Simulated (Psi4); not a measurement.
Intermolecular potential of H2 ··· HCl (SMILES [H][H] and Cl). Monomers: optimised at B3LYP-D3(BJ) (def2-TZVP), held rigid. Orientation: a random orientation, not optimised. R is the distance of the centres of mass, along which the second monomer moves.

Geometry at R = 3.42 Å (first 2 atoms: monomer A):
```
4

H      0.3719     0.0000     0.0000
H     -0.3719     0.0000     0.0000
Cl    -2.8655    -1.1286    -1.4612
H     -2.6412    -0.9117    -2.7046
```

- SAPT0/jun-cc-pVDZ, frozen core (Psi4)
- MP2/aug-cc-pVTZ = DF-MP2/aug-cc-pVTZ, frozen core, counterpoise-corrected (Psi4)
- B3LYP/def2-TZVP, counterpoise-corrected (Psi4)
- PBE/def2-TZVP, counterpoise-corrected (Psi4)
- M06-2X/def2-TZVP, counterpoise-corrected (Psi4)
- CCSD(T)/aug-cc-pVDZ = DF-CCSD(T)/aug-cc-pVDZ, frozen core, counterpoise-corrected run with Psi4

Cost and agreement with CCSD(T)/aug-cc-pVDZ over the 12 points of the scan, with CCSD(T)/aug-cc-pVDZ as yardstick. Costs are rough ratios of core time within Psi4 on shared cores, each with its mean field (Kohn-Sham runs search longer for lower solutions than correlated ones do); the miss is the largest difference from CCSD(T) of the interaction energy, in kcal/mol.

Which is the cheapest of these levels that stays within 0.33 kcal/mol of CCSD(T)/aug-cc-pVDZ?

SAPT0/jun-cc-pVDZ.

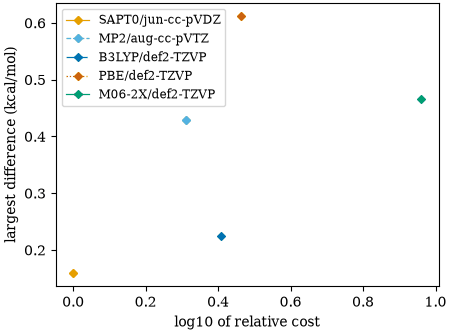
Fig. 1. Miss against cost, one point a level.

| level | relative cost | largest difference |
|---|---|---|
| SAPT0/jun-cc-pVDZ | 1 | 0.16 |
| MP2/aug-cc-pVTZ | 2 | 0.43 |
| B3LYP/def2-TZVP | 3 | 0.23 |
| PBE/def2-TZVP | 3 | 0.61 |
| M06-2X/def2-TZVP | 9 | 0.47 |

Costs within a factor of two of each other count as equal.
